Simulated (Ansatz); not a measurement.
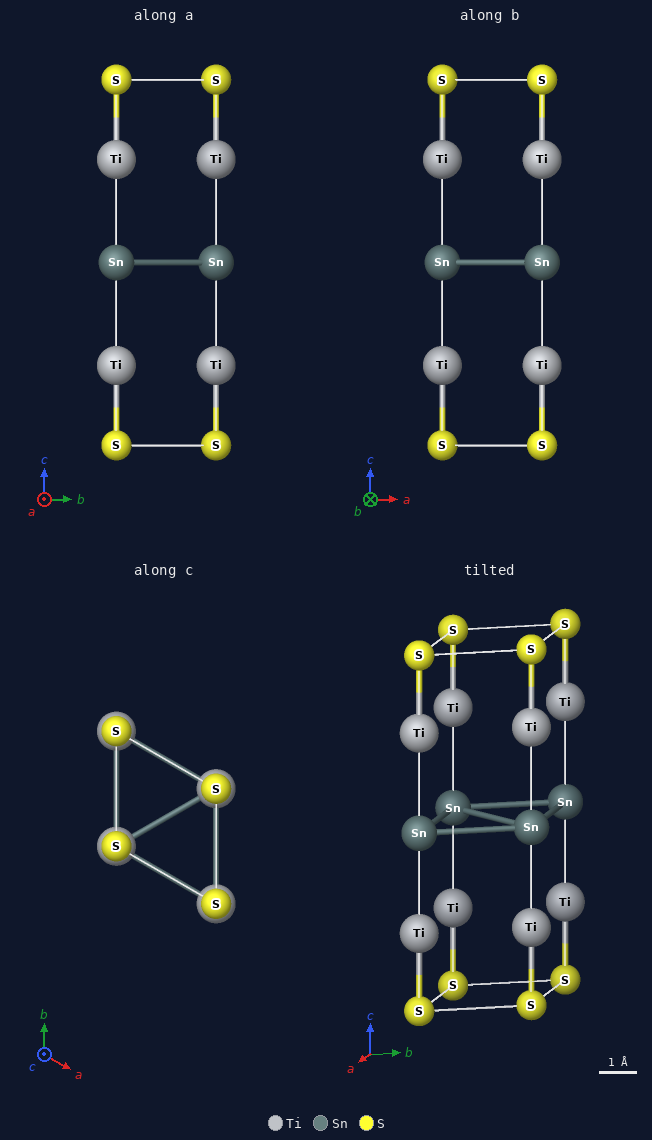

Ball-and-stick drawing of the structure, looking along the a axis, along the b axis, along the c axis and slightly off an axis. The lines enclose the conventional unit cell; boundary atoms appear with their images.

Lattice parameters: a = 3.184 Å, b = 3.184 Å, c = 10.112 Å, α = 90.00°, β = 90.00°, γ = 120.00°.

Q: Reconstruct the structure as a table of Wyckoff sites, with free fractional coordinates to two decimals.

A: Space group P6/mmm (No. 191).
```json
{"atom": "Ti", "site": "2e", "x": "0.00", "y": "0.00", "z": "0.22"}
{"atom": "Sn", "site": "1b", "x": "0.00", "y": "0.00", "z": "0.50"}
{"atom": "S", "site": "1a", "x": "0.00", "y": "0.00", "z": "0.00"}
```

The structure comes from a random cell made by a generator, so it need not be a real form of the compound. Atoms and cell were optimised with DFT PBE, scalar-relativistic, plane waves, PAW in Ansatz 0.2.0.
